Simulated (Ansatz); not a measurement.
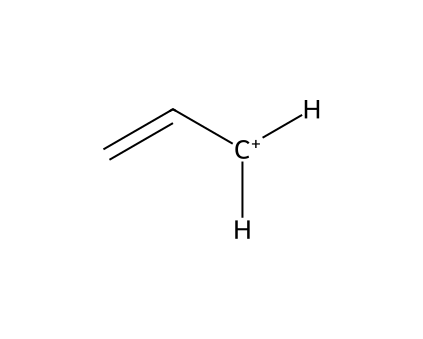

Skeletal drawing of a molecule. State: charge +1, singlet.

Question: Transcribe the drawing into SMILES.

Answer: C=C[CH2+]

Question: What is the molecular formula?

Answer: C3H5, charge +1.

Question: An optimisation with PBE0-D4/def2-TZVP gave a structure of which point group?

Answer: C2v.

The parts below concern this one geometry. Atoms keep their numbers from picture to picture. Computed geometry: PBE0-D4/def2-TZVP optimisation.

Shape

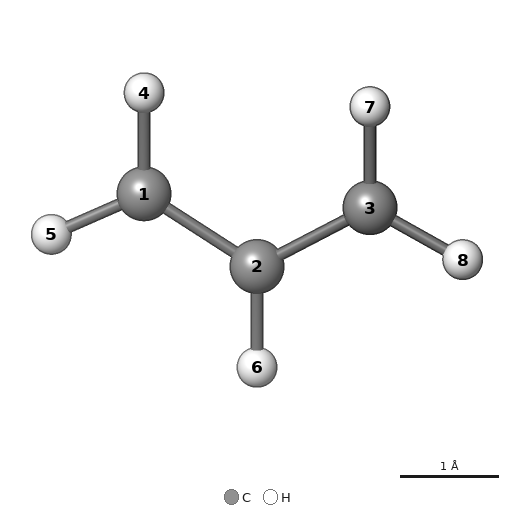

Numbered structure.

Question: What is the geometry at C1?

Answer: C1 has 3 neighbours (C2 at 1.37, H4 at 1.09, H5 at 1.09 Å); the arrangement is trigonal planar.

Question: What is the geometry at C2?

Answer: C2 has 3 neighbours (C1 at 1.37, C3 at 1.37, H6 at 1.08 Å); the arrangement is trigonal planar.

Thermal motion

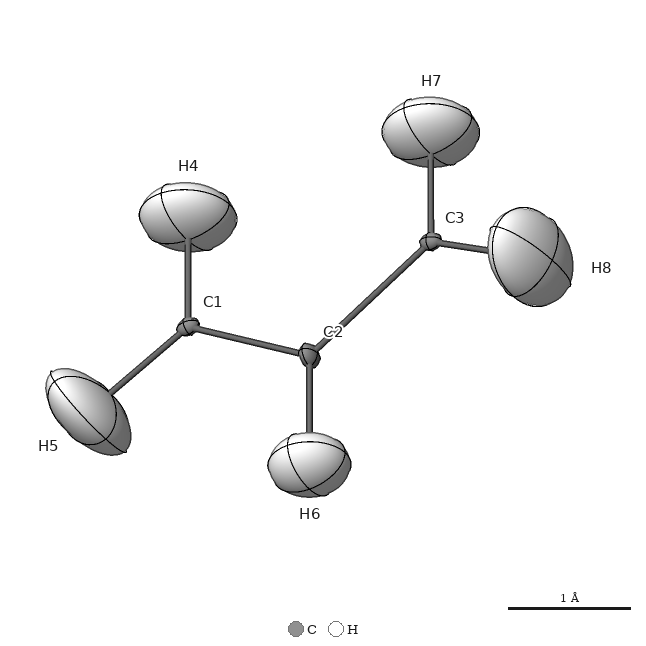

Displacement ellipsoids at the 50 % level, enlarged 2 times, from the internal vibrations of the free molecule (harmonic, no overall translation or rotation; no half-axis is drawn under 0.075 Å). Vibrations computed with RKS PBE0-D4/def2-TZVP (Ansatz 0.2.0). Temperature: 100 K.

List U_eq and the three principal root-mean-square amplitudes for each kind of atom.

| atom | U_eq (Å²) | rms amplitudes (Å) |
| --- | --- | --- |
| C1, C3 | 0.00062 | 0.020, 0.021, 0.032 |
| C2 | 0.0010 | 0.024, 0.033, 0.037 |
| H4, H7 | 0.0131 | 0.073, 0.127, 0.134 |
| H5, H8 | 0.0161 | 0.076, 0.119, 0.168 |
| H6 | 0.0100 | 0.077, 0.109, 0.111 |

Electronic properties

Level of theory: RKS HSE06 (plane-wave form)-D4/def2-TZVPP (Ansatz 0.2.0).

What does the calculation give?

- HOMO energy (Kohn–Sham orbital): −15.63 eV
- LUMO energy (Kohn–Sham orbital): −10.70 eV
- HOMO–LUMO gap: 4.93 eV
- dispersion correction: −5.8 kJ/mol

Charges

The questions are on Mulliken charges. Level of theory: RKS ωB97M-V/def2-TZVPP (Ansatz 0.2.0).

Question: Which atom carries the highest charge (most positive or least negative)?

Answer: H5, H8 (0.20 e).

Question: And the lowest?

Answer: C2 (−0.03 e).

Give the Mulliken charges atom by atom.

| atom | value (e) |
| --- | --- |
| C1 | 0.04 |
| C2 | −0.03 |
| C3 | 0.04 |
| H4 | 0.19 |
| H5 | 0.20 |
| H6 | 0.18 |
| H7 | 0.19 |
| H8 | 0.20 |

Mulliken values depend strongly on the basis set and can even reverse the polarity of a bond.
